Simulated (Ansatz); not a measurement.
AlF2H2 (doublet)

Input

```
crystal:
  periodic: [false, false, false]
  atoms:
    - { symbol: Al, position_ang: [0.033445, -0.472468, -0.104407] }
    - { symbol: H, position_ang: [-0.350678, -0.211535, 2.607998] }
    - { symbol: H, position_ang: [1.4604, 0.082469, -0.590498] }
    - { symbol: F, position_ang: [-1.32816, 0.362586, -0.603311] }
    - { symbol: F, position_ang: [0.072493, 0.238949, 1.905217] }
magnetization:
  spin_polarized: true
  initial_magnetization: 1
basis:
  gaussian: { orbitals: def2-SVP }
hamiltonian:
  xc: b3lyp
  dispersion: d4
relax:
  f_tol: 0.03
  max_steps: 50
output:
  orbitals: {}
```

Run with:

```sh
ansatz run input.yaml --threads 2 --pin off --max-ram 3072MiB --backend cpu --events-out ev --progress --plain --runs-dir out
```

The fields are those of the run's last geometry, not of the input's.

All numbers below come from UKS B3LYP-D4/def2-SVP (Ansatz).

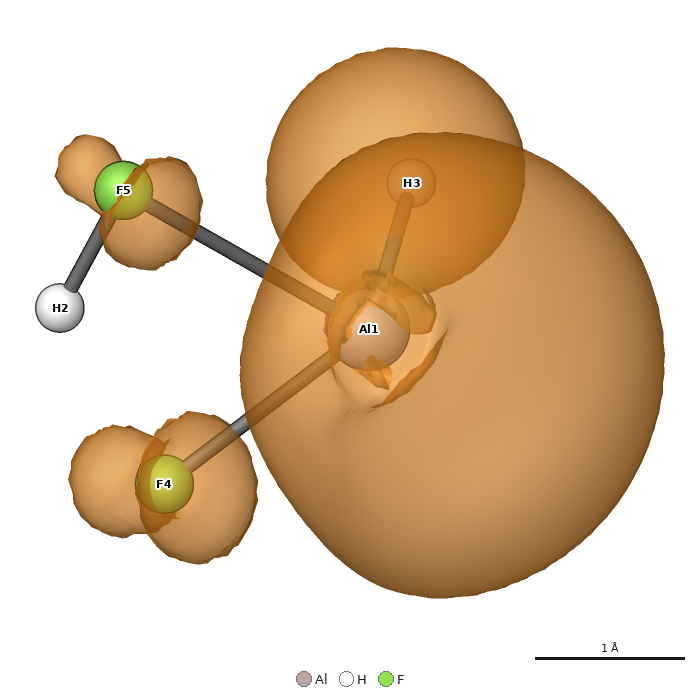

Figure 1. Isosurfaces of the spin density (α minus β) at +0.015 (orange) and −0.015 e/Å³ (purple), seen at an oblique angle.

### Describe the spin distribution.

The unpaired spin (1 electron) lies mostly on Al1 (about 0.8) and H3 (about 0.1), in electrons by Hirshfeld's partition.

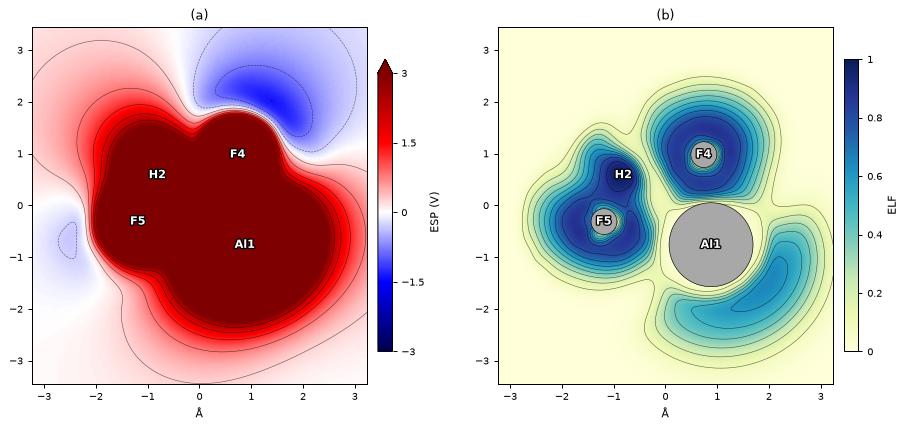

Figure 2. (a) molecular electrostatic potential; (b) ELF on the plane of atoms F4, Al1 and F5. Grey discs cover the atomic cores in the ELF map.

### What do the fields say about this system?

Atoms in the plane: Al, H and F.
Al–F (1.75 Å): the ELF peaks at about 0.85 in the valence shell of F, 0.6 Å from its nucleus, and is about 0.30 at the midpoint.
F–H (0.97 Å): the ELF climbs to about 1 towards the hydrogen, as it does in any bond to H; an ordinary covalent bond to hydrogen.
The ELF also peaks beside F5 and F4, away from the bonds: non-bonding electrons, paired or unpaired.
Outside the dense part of the molecule the potential is most negative (−1.4 V) near F4.

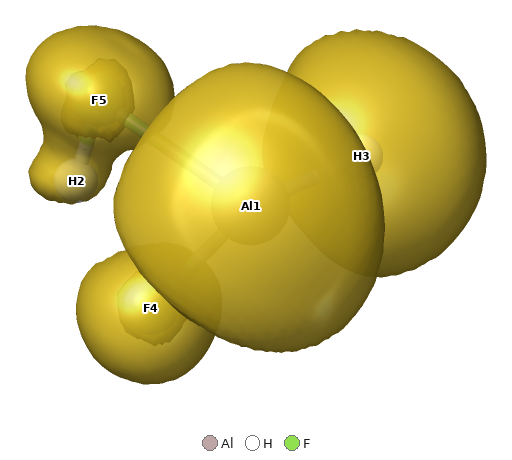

Figure 3. Isosurface of the electron localisation function at 0.75 (yellow), seen across its widest extent. Only the valence region is drawn (cores and ρ < 0.01 e/Å³ removed).

### Identify the bonds, lone pairs and shells in this picture.

The surface consists of one region around a hydrogen nucleus, one lobe on Al, pointing away from the bonds (non-bonding electrons), one region wrapped around F (its valence shell) and one joined region spread over several atoms (F, H), in which their bonds and any lone pairs are merged.
